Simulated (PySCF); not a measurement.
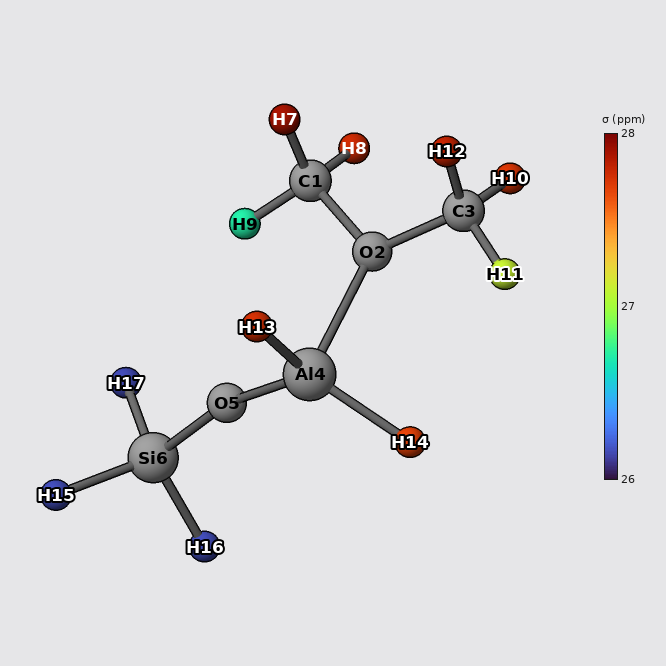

Atoms are coloured by their isotropic NMR shieldings (H only, the others grey). Computed geometry: PBE0-D3(BJ)/def2-SVP optimisation. No frequency run is at hand to confirm it as a minimum. Level of theory: GIAO PBE0/pcSseg-1 NMR shielding, non-relativistic, IEF-PCM tetrahydrofuran (PySCF 2.14.0).

Q: Which H atom is the most shielded (lowest chemical shift)?

A: H7 (27.89 ppm).

Q: Which H atom is the least shielded (highest chemical shift)?

A: H15, H16, H17 (26.16 ppm).

Q: How wide is the range of H shifts?

A: 1.73 ppm.

List the isotropic NMR shieldings of the H atoms.

```tsv
atom	σ (ppm)
H7	27.89
H8	27.77
H9	26.71
H10	27.72
H11	27.10
H12	27.80
H13	27.74
H14	27.68
H15	26.16
H16	26.16
H17	26.16
```
